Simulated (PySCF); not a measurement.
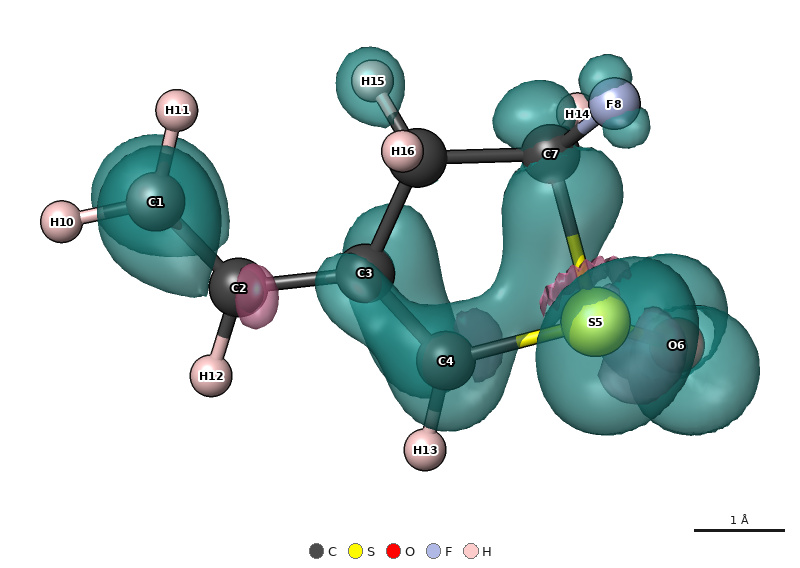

The picture shows: C₆H₇FOS (charge +1, doublet). Isosurfaces of the spin density (α minus β) at +0.015 (teal) and −0.015 e/Å³ (pink), seen at a tilt.

Geometry: GFN2-xTB.

Method: UKS B3LYP, pcH-1 on C F H O S, non-relativistic, mean-field spin-orbit, GIAO in PySCF.

```yaml
atoms:
  - { symbol: C, position_ang: [2.5954, 0.2880, -0.5401] }
  - { symbol: C, position_ang: [1.5834, -0.5607, -0.7675] }
  - { symbol: C, position_ang: [0.2123, -0.3428, -0.3834] }
  - { symbol: C, position_ang: [-0.7513, -1.2757, -0.5570] }
  - { symbol: S, position_ang: [-2.3596, -0.7376, -0.0405] }
  - { symbol: O, position_ang: [-2.9974, -1.7030, 0.8072] }
  - { symbol: C, position_ang: [-1.5607, 0.7106, 0.9714] }
  - { symbol: F, position_ang: [-2.3799, 1.7657, 0.8882] }
  - { symbol: C, position_ang: [-0.2316, 0.9313, 0.2859] }
  - { symbol: H, position_ang: [3.5791, 0.0841, -0.9300] }
  - { symbol: H, position_ang: [2.4935, 1.2025, 0.0218] }
  - { symbol: H, position_ang: [1.7735, -1.4911, -1.2854] }
  - { symbol: H, position_ang: [-0.6290, -2.2246, -1.0503] }
  - { symbol: H, position_ang: [-1.5217, 0.3695, 2.0127] }
  - { symbol: H, position_ang: [0.5182, 1.2609, 1.0114] }
  - { symbol: H, position_ang: [-0.3318, 1.7319, -0.4560] }
```

> Which atoms carry the spin?

The unpaired spin (1 electron) lies mostly on O6 (about 0.3), S5 (about 0.3), C1 (about 0.1), C4 (about 0.1) and C7 (about 0.1), in electrons by Hirshfeld's partition.
